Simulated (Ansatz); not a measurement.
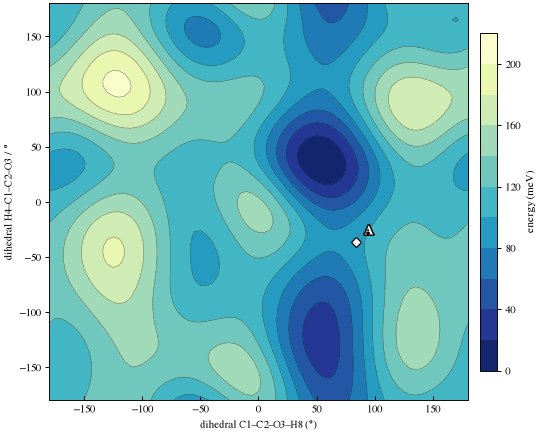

C2H5O, SMILES [CH2]CO, spin multiplicity 2. The first coordinate is: dihedral C1–C2–O3–H8; the second: dihedral H4–C1–C2–O3. Nothing is relaxed (all other coordinates rigid). The scan uses a 15 × 15 grid. Points are written as (first, second). Energies: meV, counted from the relaxed molecule at the same level. The calculation used UHF-MP2, frozen core/def2-TZVP in Ansatz 0.2.0.

Drawn: filled contours, the point A. Between grid points the surface is interpolated.

Is A at rest? If not, where is it pushed?

A, at (84°, −36°), is not a stationary point. The computed force is 0.92 meV for each degree towards smaller values of dihedral C1–C2–O3–H8 and 0.12 meV for each degree towards larger values of dihedral H4–C1–C2–O3.
